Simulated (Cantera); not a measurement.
Feed: 1 mol MgO, a varied amount of NF3, equilibrated at 1450 K and 6.60e-5 bar.

These are equilibrium values from Cantera (NASA tables, ideal gas, pure condensed phases), not measurements of a reactor. Candidate condensed phases: Mg, MgF2, MgO; 24 gas species. Kinetics and transport are ignored.

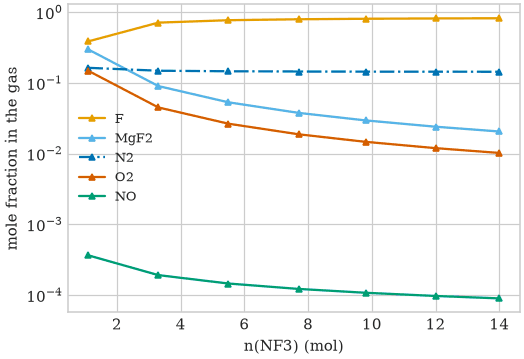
Figure: Equilibrium gas composition (values under 1e-9 drawn at 1e-9)

From 1.1 mol NF3 to 14 mol NF3 nothing is condensed. The main Mg-bearing gas is MgF2 throughout.
